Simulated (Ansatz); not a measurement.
Given this structure, the end point of a relaxation with DFT PBE, scalar-relativistic, plane waves, PAW (Ansatz 0.2.0), written in its standard cell:

```yaml
crystal:
  lattice:
    - [8.63140, 0.00000, 0.00000]
    - [0.00000, 4.26001, 0.00000]
    - [0.00000, 0.00000, 8.72305]
  atoms:
    - { symbol: Br, position: [0.50000, 0.14198, 0.61819] }
    - { symbol: Br, position: [0.50000, 0.85802, 0.38181] }
    - { symbol: Br, position: [0.50000, 0.64198, 0.88181] }
    - { symbol: Br, position: [0.50000, 0.35802, 0.11819] }
    - { symbol: Br, position: [0.00000, 0.64198, 0.61819] }
    - { symbol: Br, position: [0.00000, 0.35802, 0.38181] }
    - { symbol: Br, position: [0.00000, 0.14198, 0.88181] }
    - { symbol: Br, position: [0.00000, 0.85802, 0.11819] }
```

> What does the kinematic electron diffraction pattern along [100] look like at 200 kV (B = 0.8 Å²)?

The spots form a rectangular net whose two shortest vectors correspond to d = 8.72 Å and 2.13 Å, 90.0° apart. They are 0 0 1 (itself extinct) and 0 2 0. The pattern has symmetry 2mm. The lattice centring (C) removes all reflections that break h + k = 2n; a screw axis and a glide plane both extinguish reflections such as 0 0 1, 0 0 3, 0 0 5; reflections such as 0 2 -2, 0 2 2, 0 2 -6 are allowed but too weak to see at this display level.

Strongest reflections with d > 0.80 Å, one of each family (|F|² from tabulated Gaussian fits of the electron scattering factors, times a small damping for the curvature of the Ewald sphere):

```json
{"hkl": "0 0 4", "d (Å)": "2.181", "I (strongest = 100)": "100"}
{"hkl": "0 2 1", "d (Å)": "2.069", "I (strongest = 100)": "41"}
{"hkl": "0 2 3", "d (Å)": "1.718", "I (strongest = 100)": "37"}
{"hkl": "0 0 8", "d (Å)": "1.090", "I (strongest = 100)": "15"}
{"hkl": "0 4 0", "d (Å)": "1.065", "I (strongest = 100)": "13"}
{"hkl": "0 2 7", "d (Å)": "1.076", "I (strongest = 100)": "12"}
```

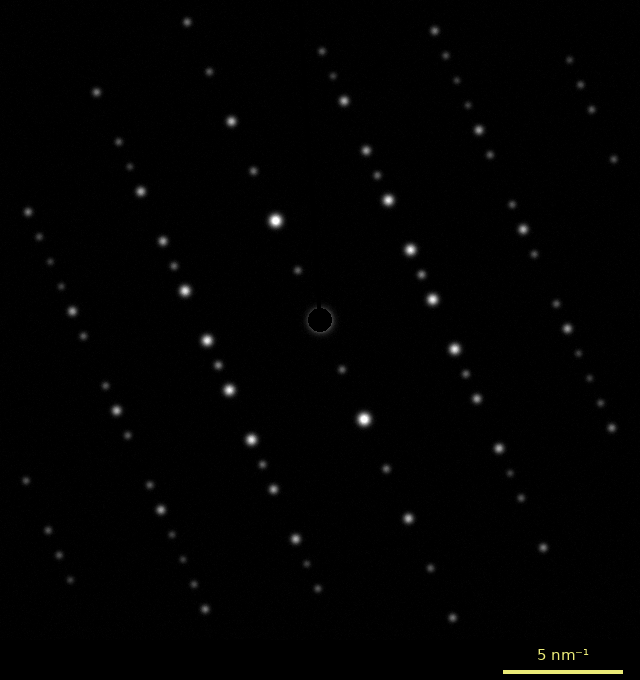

Calculated pattern, seen from the source side with [100] pointing towards the source.
